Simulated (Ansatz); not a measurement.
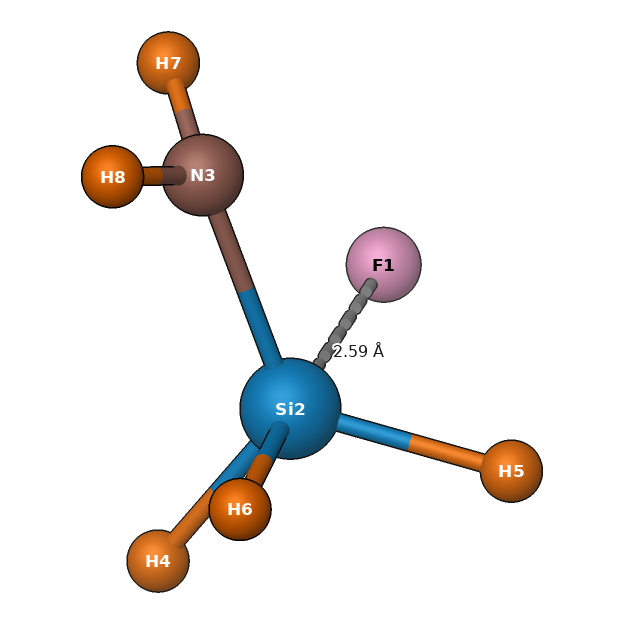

Two molecules or ions; the broken line marks their closest contact (measured against van der Waals radii). Charge −1, singlet. Geometry: a pair of rigid molecules at a changed separation. Program: Ansatz 0.2.0.

Which two species are they?

F and H5NSi (`N[SiH3].[F-]`).

Give the counterpoise-corrected interaction energy (kcal/mol, monomers kept as in the pair) with RHF-CCSD(T) (frozen core)/def2-TZVPPD; ωB97M-V/def2-TZVPPD.

```csv
level,interaction energy (kcal/mol)
RHF-CCSD(T) (frozen core)/def2-TZVPPD,−36.2
ωB97M-V/def2-TZVPPD,−37.4
```
